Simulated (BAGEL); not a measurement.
**GeH2Cl2 (SMILES [Cl][GeH2][Cl]), step by step**

We compute the energy (HF/def2-SVP), then a single-point energy (NEVPT2(2,2)/def2-SVP), then a single-point energy (CASPT2(2,2)/def2-SVP) of GeH2Cl2. 

The calculation is run with BAGEL 1.2.2.

1 further run of the same task is left out (set aside as unsound or not needed).

### Step 1. The structure to begin with

GeH2Cl2 has 5 atoms, charge 0, and is taken as a singlet. As SMILES, `[Cl][GeH2][Cl]`. The Ge2–H4 distance was set to 2.445 Å, away from the relaxed value. At this shape a bond of the SMILES string is far longer than usual.

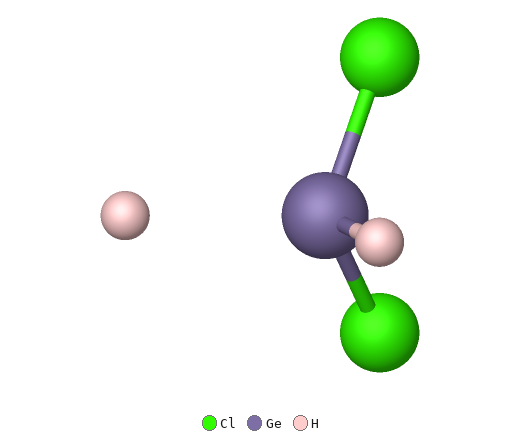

Viewed from a chosen angle; chlorine green, germanium purple, hydrogen pink.

### Step 2. A single-point energy at HF/def2-SVP (density fitting with svp-jkfit) (run 1)

hf.json reads:

```json
{ "bagel": [

{
  "title": "molecule",
  "basis": "svp",
  "df_basis": "svp-jkfit",
  "angstrom": true,
  "geometry": [
    { "atom": "Cl", "xyz": [   -1.635727,    0.205462,    1.808159 ] },
    { "atom": "Ge", "xyz": [    0.163173,    0.443462,    0.674559 ] },
    { "atom": "Cl", "xyz": [    1.715173,   -0.667038,    1.641959 ] },
    { "atom": "H", "xyz": [   -0.198900,   -0.525000,   -1.541400 ] },
    { "atom": "H", "xyz": [    0.549373,    1.922062,    0.699059 ] }
  ]
},
{ "title": "hf" },
{ "title": "print", "file": "orbitals.molden", "orbitals": true }

]}
```

Launch:

```sh
$ BAGEL_NUM_THREADS=1 BAGEL hf.json > hf.out
```

What it wrote:

```text
* using 1 threads per process

  ===============================================================
  ===============================================================

  *** Geometry ***

  { "atom" : "Cl", "xyz" : [     -3.091076,      0.388267,      3.416925 ] },
  { "atom" : "Ge", "xyz" : [      0.308352,      0.838022,      1.274732 ] },
  { "atom" : "Cl", "xyz" : [      3.241207,     -1.260519,      3.102853 ] },
  { "atom" : "H", "xyz" : [     -0.375867,     -0.992106,     -2.912824 ] },
  { "atom" : "H", "xyz" : [      1.038165,      3.632171,      1.321030 ] },

  Number of auxiliary basis functions:      558

  Since a DF basis is specified, we compute 2- and 3-index integrals:
    o Being stored without compression. Storage requirement is 0.027 GB

  Number of basis functions:       78
  Number of electrons      :       68

    * METHOD: MOLECULE                             0.15

  *** RHF ***

  === Nuclear Repulsion ===
   342.2232353062

      * DIIS with orbital gradients will be used.

  === RHF iteration (svp) ===
      0      -2994.89904309          0.00833710           0.06
      1      -2994.94222143          0.00442523           0.05
      2      -2994.95374268          0.00086691           0.05
      3      -2994.95435939          0.00029779           0.05
      4      -2994.95444225          0.00005838           0.06
      5      -2994.95444829          0.00001710           0.06
      6      -2994.95444887          0.00000415           0.06
      7      -2994.95444889          0.00000079           0.06
      8      -2994.95444889          0.00000026           0.06
      9      -2994.95444889          0.00000008           0.06
     10      -2994.95444889          0.00000002           0.06
     11      -2994.95444889          0.00000001           0.06
    * SCF iteration converged.

    * Permanent dipole moment:
           (   -0.165477,    -0.656428,     0.109407) a.u.

    * METHOD: HF                                   0.80

    * METHOD: PRINT                                0.01

  ===============================================================
```

It took 1.1 s on 1 thread of AMD EPYC 9R45 (Zen 5), shared host; peak memory 0.14 GiB.

### Step 3. The energy at NEVPT2(2,2)/def2-SVP (density fitting with svp-jkfit) (run 2)

input.json reads:

```json
{ "bagel" : [

{
  "title" : "molecule",
  "basis" : "svp",
  "df_basis" : "svp-jkfit",
  "angstrom" : true,
  "geometry" : [
    { "atom" : "Cl", "xyz" : [   -1.635727,    0.205462,    1.808159 ] },
    { "atom" : "Ge", "xyz" : [    0.163173,    0.443462,    0.674559 ] },
    { "atom" : "Cl", "xyz" : [    1.715173,   -0.667038,    1.641959 ] },
    { "atom" : "H", "xyz" : [   -0.198900,   -0.525000,   -1.541400 ] },
    { "atom" : "H", "xyz" : [    0.549373,    1.922062,    0.699059 ] }
  ]
},
{
  "title" : "hf"
},
{
  "title" : "casscf",
  "nstate" : 1,
  "nact" : 2,
  "nclosed" : 33,
  "active" : [34, 35],
  "maxiter" : 200,
  "natocc" : true
},
{
  "title" : "nevpt2",
  "nstate" : 1,
  "nact" : 2,
  "nclosed" : 33,
  "active" : [34, 35],
  "maxiter" : 200,
  "natocc" : true,
  "ncore" : 19
},
{
  "title" : "print",
  "file" : "orbitals.molden",
  "orbitals" : true
}

]}
```

Launch:

```sh
$ BAGEL_NUM_THREADS=1 BAGEL input.json > input.out
```

What it wrote:

```text
* using 1 threads per process

  ===============================================================
  ===============================================================

  *** Geometry ***

[... 29 lines left out ...]
    * SCF iteration converged.
[... 1 line left out ...]
    * Permanent dipole moment:
[... 27 lines left out ...]
    * Second-order optimization converged. *
[... 9 lines left out ...]
     * ci vector, state   0, <S^2> = 0.0000
[... 3 lines left out ...]
    * METHOD: CASSCF                               2.80

    * freezing 19 orbitals

  === DF-NEVPT2 calculation ===

    * 3-index integral transformation done
    * assembly done

      NEVPT2 correlation energy:   -0.4723971594      0.07

          (+0)     -0.4363973021
          (+0)'    -0.0046606144
          (+1)     -0.0117984878
          (+1)'    -0.0000000000
          (+2)     -0.0003027486
          (-1)     -0.0162533303
          (-1)'     0.0000000000
          (-2)     -0.0029846762

      NEVPT2 total energy:       -2995.4689447171

    * METHOD: NEVPT2                               0.16

    * METHOD: PRINT                                0.01

  ===============================================================
```

Wall time 4.2 s (1 thread of AMD EPYC 9R45 (Zen 5), shared host); peak memory 0.14 GiB.

### Step 4. The energy at CASPT2(2,2)/def2-SVP (density fitting with svp-jkfit) (run 3)

calc.json reads:

```json
{ "bagel" : [

{
  "title" : "molecule",
  "basis" : "svp",
  "df_basis" : "svp-jkfit",
  "angstrom" : "true",
  "geometry" : [
    { "atom" : "Cl", "xyz" : [      -1.635727,       0.205462,       1.808159 ] },
    { "atom" : "Ge", "xyz" : [       0.163173,       0.443462,       0.674559 ] },
    { "atom" : "Cl", "xyz" : [       1.715173,      -0.667038,       1.641959 ] },
    { "atom" : "H", "xyz" : [      -0.198900,      -0.525000,      -1.541400 ] },
    { "atom" : "H", "xyz" : [       0.549373,       1.922062,       0.699059 ] }
  ]
},

{
  "title" : "hf"
},

{
  "title" : "casscf",
  "nstate" : 1,
  "nact" : 2,
  "nclosed" : 33,
  "active" : [34, 35],
  "maxiter" : 200,
  "natocc" : "true"
},

{
  "title" : "print",
  "file" : "orbitals.molden",
  "orbitals" : "true"
},

{
  "title" : "smith",
  "method" : "caspt2",
  "ms" : "true",
  "xms" : "true",
  "sssr" : "true",
  "shift" : 0.2,
  "shift_imag" : "true",
  "ncore" : 19
}

]}
```

Launch:

```sh
$ BAGEL_NUM_THREADS=1 BAGEL calc.json > calc.out
```

What it wrote:

```text
* using 1 threads per process

  ===============================================================
  ===============================================================

  *** Geometry ***

[... 31 lines left out ...]
    * Permanent dipole moment:
[... 37 lines left out ...]
     * ci vector, state   0, <S^2> = 0.0000
[... 21 lines left out ...]
       #      aibj      arbs      arbi      airj      risj      airs      arst      rist         Etot      error   time
[... 8 lines left out ...]
      ------------------------------------------------------------------------------------------------------------------

    * CASPT2 energy : state  0    -2995.4726463022
        w/o shift correction      -2995.4702759877
        reference weight              0.8696337648

    * METHOD: SMITH                                0.29

  ===============================================================
```

It took 4.5 s on 1 thread of AMD EPYC 9R45 (Zen 5), shared host; peak memory 0.16 GiB.

### Step 5. Results

| quantity | value |
| --- | --- |
| run 1, HF/def2-SVP: total energy | -2994.95445 Eh |
| run 1, HF/def2-SVP: dipole moment | 1.74 D |
| run 1, HF/def2-SVP: HOMO energy | -10.30 eV |
| run 1, HF/def2-SVP: LUMO energy | 0.25 eV |
| run 1, HF/def2-SVP: HOMO–LUMO gap | 10.55 eV |
| run 2, NEVPT2(2,2)/def2-SVP: total energy | -2995.46894 Eh |
| run 3, CASPT2(2,2)/def2-SVP: total energy | -2995.47265 Eh |
